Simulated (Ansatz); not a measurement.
AlBSe₂

```yaml
atoms:
  - { symbol: Al, position_ang: [0.0000, 0.0000, -0.9367] }
  - { symbol: B, position_ang: [0.0000, 0.0000, 1.1326] }
  - { symbol: Se, position_ang: [0.0000, 0.0000, 2.8676] }
  - { symbol: Se, position_ang: [0.0000, 0.0000, -3.0635] }
```

Geometry: PBE0-D3(BJ)/pcseg-1.

These are results of Ansatz 0.2.0, isolated molecule in a Gaussian basis; Kohn-Sham density functional theory, functional PBE0, not measurements.

### What can the converged electron density and electron localisation function tell about the bonding?

B–Se (1.74 Å): ρ at the midpoint is about 1.3 e/Å³; the ELF peaks at about 0.85 between the atoms; localised, covalent bonding.
Al–B (2.07 Å): ρ is about 0.6 e/Å³ halfway; the ELF peaks at about 1 between the atoms; a covalent bond.
Al–Se (2.13 Å): the density is about 0.73 e/Å³ at the midpoint; the ELF peaks at about 0.70 in the valence shell of Se, 1.1 Å from its nucleus, and is about 0.70 at the midpoint.

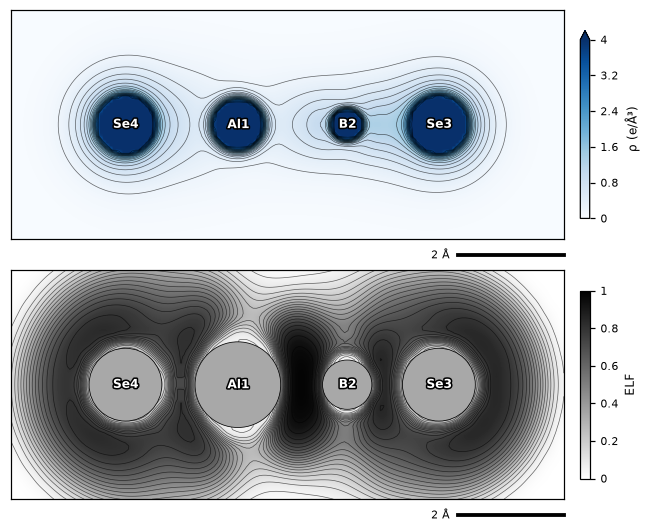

Computed electron density and electron localisation function on a plane that holds the molecular axis, in this order. Grey discs cover the atomic cores in the ELF map. 
